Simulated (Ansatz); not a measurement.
CH₅GaO₃ (SMILES O[CH2][Ga]([OH])[OH])

Input file:

```
crystal:
  periodic: [false, false, false]
  atoms:
    - {symbol: O, position_ang: [-1.966734, 0.001976, -0.789711]}
    - {symbol: C, position_ang: [-1.243752, -0.283319, 0.391961]}
    - {symbol: Ga, position_ang: [0.690866, -0.025718, 0.089991]}
    - {symbol: O, position_ang: [0.952551, 1.067752, -1.301667]}
    - {symbol: O, position_ang: [2.196663, -0.582069, 0.868899]}
    - {symbol: H, position_ang: [-1.542043, 0.728202, -1.254939]}
    - {symbol: H, position_ang: [-1.573575, 0.344584, 1.231507]}
    - {symbol: H, position_ang: [-1.461037, -1.316922, 0.670842]}
    - {symbol: H, position_ang: [1.870188, 1.246865, -1.514663]}
    - {symbol: H, position_ang: [2.076883, -1.181361, 1.607780]}
basis:
  gaussian: {orbitals: def2-TZVPP}
hamiltonian: {xc: pbe0, dispersion: d4}
output: {orbitals: {seedname: orbitals}}
```

Run with:

```sh
ansatz run in.yaml --threads 4 --pin off --events-out ev --progress --plain --max-ram 10444MiB
```

Geometry: PBE0-D4/def2-TZVP.

Computed with RKS PBE0-D4/def2-TZVPP in Ansatz 0.2.0.

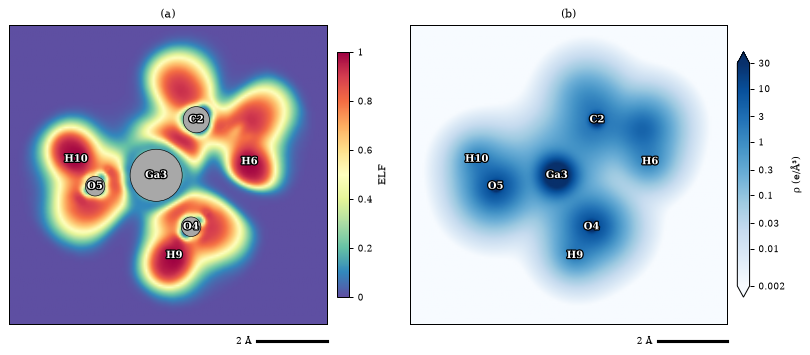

Figure 1. (a) electron localisation function; (b) electron density on the plane of atoms Ga3, O5 and H10. Grey discs cover the atomic cores in the ELF map.

**Read the bonding off the picture.**

The plane passes through C, Ga, O and H nuclei. Ga–O (1.78 Å): ρ is about 0.93 e/Å³ halfway; the ELF peaks at about 0.85 in the valence shell of O, 0.6 Å from its nucleus, and is about 0.25 at the midpoint. C–Ga (1.97 Å): ρ at the midpoint is about 0.8 e/Å³; the ELF peaks at about 0.95 in the valence shell of C, 0.7 Å from its nucleus, and is about 0.60 at the midpoint. O–H (0.96 Å): ρ is about 3.8 e/Å³ halfway; the ELF climbs to about 1 towards the hydrogen, as it does in any bond to H (an ordinary covalent bond to hydrogen). The ELF also peaks beside O4, O5 and O1, away from the bonds: lone-pair regions.

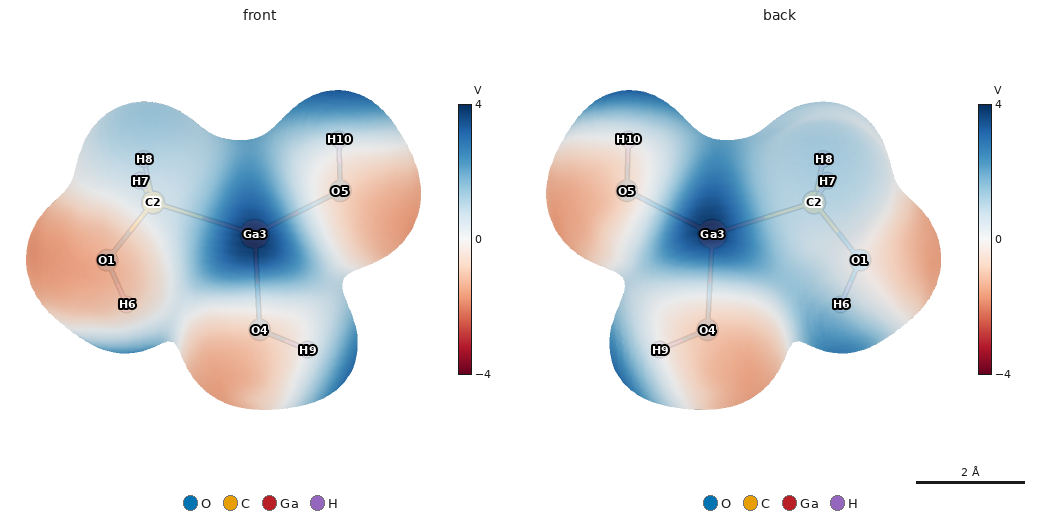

Figure 2. The molecular electrostatic potential painted on the density surface at 0.004 e/bohr³, seen from the front and from behind; the colour scale runs from red (negative) to blue (positive).

**Where is the surface potential most negative and most positive?**

The most negative region (about −1.7 V) lies over O1, the most positive (about +3.8 V) over Ga3. O1 is the likeliest acceptor of a hydrogen bond.

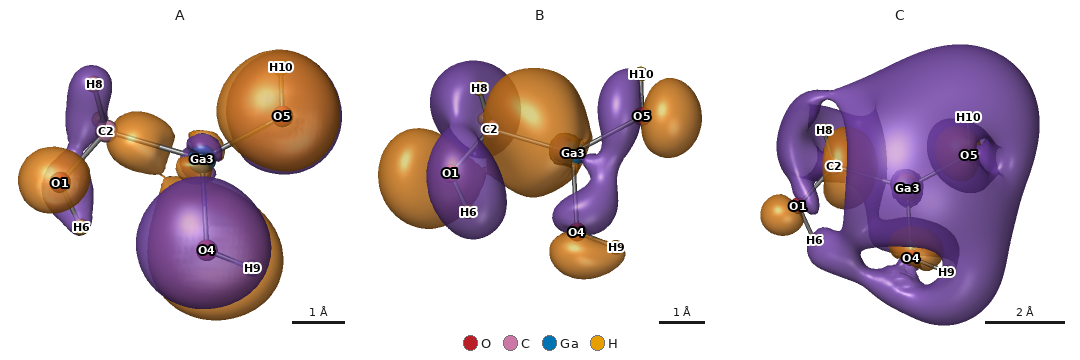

Figure 3. Three frontier orbitals at ±0.05 Å⁻³ᐟ² (orange and purple are the two phases), in no order.

**Which picture is the HOMO−1, the HOMO and the LUMO?**

A is the HOMO−1 (−8.73 eV). It lies mainly on O4 (about 50 %), O5 (about 30 %) and Ga3 (about 10 %); largely a combination of lone pairs on O4 and O5. B is the HOMO (−7.49 eV). By Hirshfeld shares it lies mainly on O1 (about 45 %), C2 (about 20 %), Ga3 (about 15 %), O5 (about 5 %) and H7 (about 5 %). C is the LUMO (−0.43 eV). By Hirshfeld shares it lies mainly on Ga3 (about 45 %), O5 (about 15 %), C2 (about 10 %), H10 (about 10 %) and O4 (about 5 %).

**What is the HOMO–LUMO gap?**

7.06 eV between the orbital energies.
